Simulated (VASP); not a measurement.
Input:

```yaml
crystal:
  lattice:
    - [0.00000, 2.84702, 2.84702]
    - [2.84702, 0.00000, 2.84702]
    - [2.84702, 2.84702, 0.00000]
  atoms:
    - { symbol: Ga, position: [0.00000, 0.00000, 0.00000] }
    - { symbol: Sb, position: [0.50000, 0.50000, 0.50000] }
```

These are PBEsol GGA, VASP's PBE PAW potentials (set 64) (plane waves; VASP 6.6.1) values and carry that method's errors. Settings: 400 eV cut-off, 12×12×12 Γ-centred mesh, tetrahedra with Blöchl corrections, potentials Ga_d Sb.

Unless said otherwise, spin-orbit coupling is left out, though it shifts the bands of the heavy elements here.

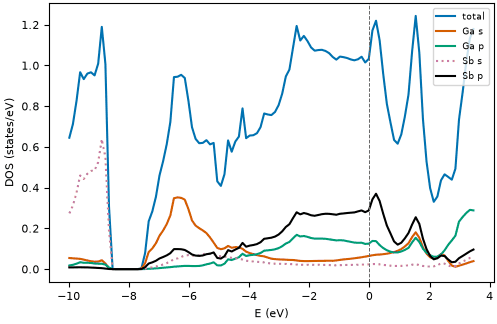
Figure. Total and projected density of states, zero at the Fermi level

Within 2 eV below the Fermi level the largest weight inside VASP's projection spheres is Sb p, then Ga p.

It has no gap at this level: it comes out as a metal or semimetal.

The structure was generated: GaSb was put into the rock salt type (Fm-3m), which need not be its known phase. It was relaxed first.
